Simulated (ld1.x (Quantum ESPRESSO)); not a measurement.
Input of ld1.x (Quantum ESPRESSO) 7.5:

```
 &input
   title='I', zed=53., rel=1, dft='PZ', iswitch=3,
   config='[Kr] 4d10 5s2 5p2',
   nld=2, rlderiv=2.50, eminld=-5.0, emaxld=5.0, deld=0.02
 /
 &inputp
   pseudotype=3, lpaw=.true., tm=.true., lloc=-2, rcloc=2.10,
   nlcc=.true., new_core_ps=.true.,
   which_augfun='PSQ', rmatch_augfun_nc=.true.,
   file_pseudopw='I.UPF', file_wfcaegen='ae.wfc', file_wfcncgen='nc.wfc', file_beta='beta', file_chi='chi', file_wfcusgen='us.wfc'
 /
4
5S  1  0   2.00   0.00  1.55  1.65  0.0
5S  1  0   0.00  -1.25  1.55  1.65  0.0
5P  2  1   2.00   0.00  2.00  2.30  0.0
5P  2  1   0.00   0.95  2.00  2.30  0.0
 &test
   configts(1)='5s2 5p2'
 /
```

Command:
```bash
ld1.x < I.in > I.out
```

Functional and relativity: LDA (PZ), scalar-relativistic.

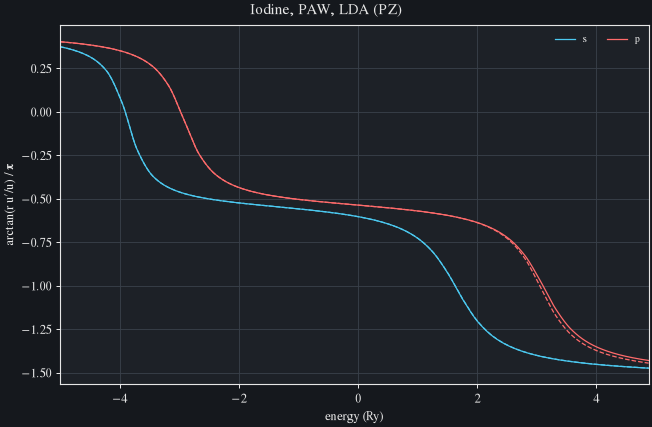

Unwrapped phase arctan(r u′/u) in units of π against energy, all-electron (solid) and pseudo (dashed); the pseudo phase is matched to the all-electron one at the reference energy. Here u = r R(r).

Question: How far from the reference energy is each channel transferable, at a tolerance of 0.05 rad?

Answer: s: over the whole range drawn; p: up to about 2.8 Ry.

Question: Which channel departs first above its reference energy?

Answer: The p channel: its phase error passes 0.05 rad 5.3 Ry above its reference energy, while s stays within 0.05 rad to the top of the range.

The potential isn't sound: its ghost test gives ghost states below the valence levels: s at -181.7 eV, d at -24.0 eV.
